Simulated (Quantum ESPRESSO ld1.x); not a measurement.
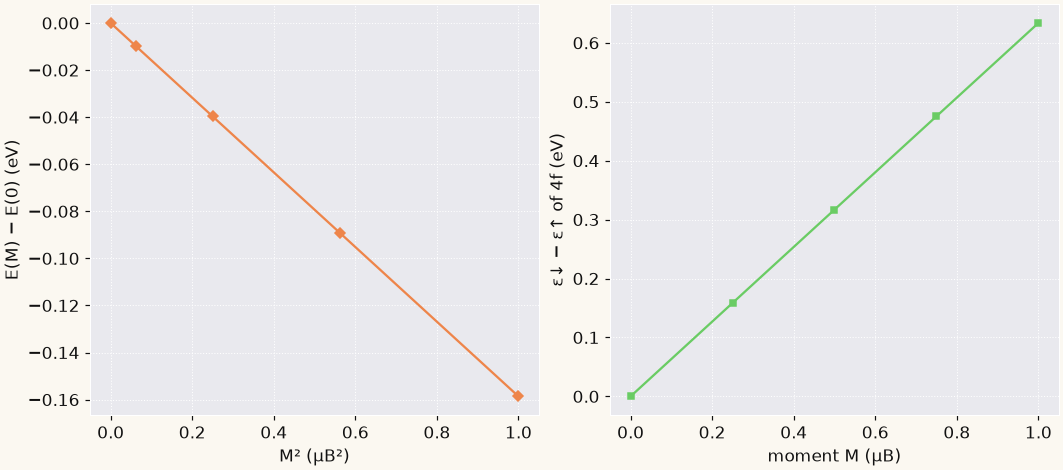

For Ce in [Xe] 4f1 5d1 6s2, the spin moment of the 4f shell is fixed at a series of values. The calculation used Quantum ESPRESSO ld1.x 7.5 at this level: scalar-relativistic Kohn-Sham, LDA (Slater exchange, Perdew-Wang correlation), spin-polarised, spherical densities, point nucleus. The plot shows the energy and the exchange splitting.

**Describe both curves.**

The energy falls with the moment, to −0.159 eV at M = 1 μB, the largest moment run; with one electron or hole in the shell the exact energy would hardly depend on M, so most of the fall is the functional's fractional-spin error. A fit E = −I M²/4 gives an exchange integral I of about 0.63 eV, and the exchange splitting grows nearly in proportion to M, to 0.634 eV (0.63 eV per μB).
